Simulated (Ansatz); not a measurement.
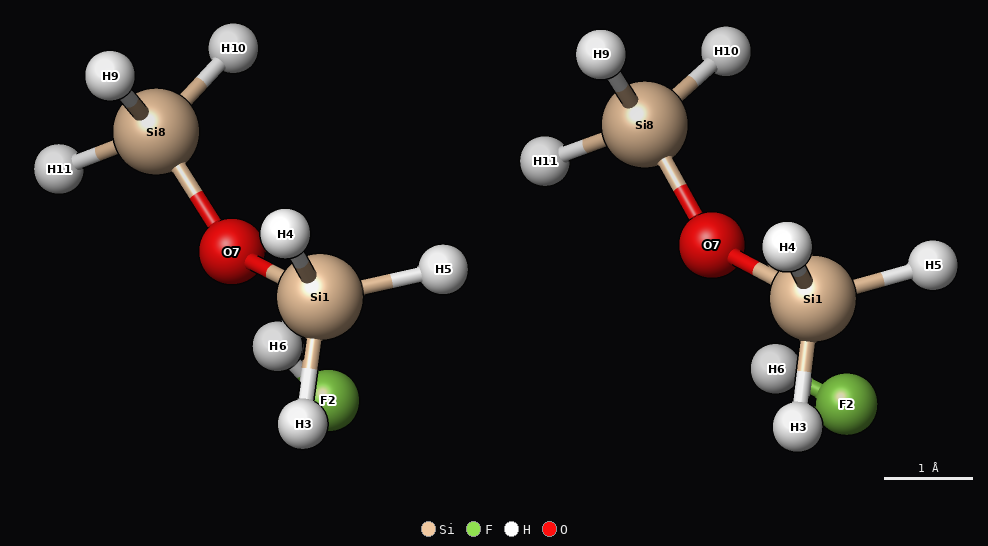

Two geometries of Si2H7OF, drawn at one scale. One is the start of a relaxation, the other its converged end. Style: ball-and-stick. Shown from a free direction.

The calculation used RKS B3LYP-D4/def2-SVP (Ansatz). (no spin polarisation; force threshold 0.03 eV/Å; at most 50 steps)

Which geometry has the lower energy?

Answer. The left one is the relaxed one. The run prepares an end point of a later path (reaction) calculation, from a guessed geometry. After 6 accepted moves (7 points after the start) the energy has fallen by 3.81 kcal/mol. The largest force component goes from 1.1 to 0.0073 eV/Å. The line search rejected the trial step at point 3 of the run. The largest move after the best rigid fit is that of H6, 0.36 Å. By element the largest moves are H 0.36 Å, F 0.33 Å, O 0.22 Å, Si 0.11 Å. Near-neighbour distances that change, for instance: Si1–O7 1.730 → 1.691 Å, F2–H6 0.912 → 0.940 Å, O7–Si8 1.665 → 1.681 Å. Bond angles that change, for instance: Si1–O7–Si8 143.9° → 138.3°, O7–Si8–H9 111.3° → 109.2°. The run took 20 s on 2 threads of Arm Neoverse V1 (shared host), peak memory 0.2 GiB.

Limits of the set-up: the start holds two separate molecules, 2.3 Å apart at their closest, whose relative position is a soft coordinate.
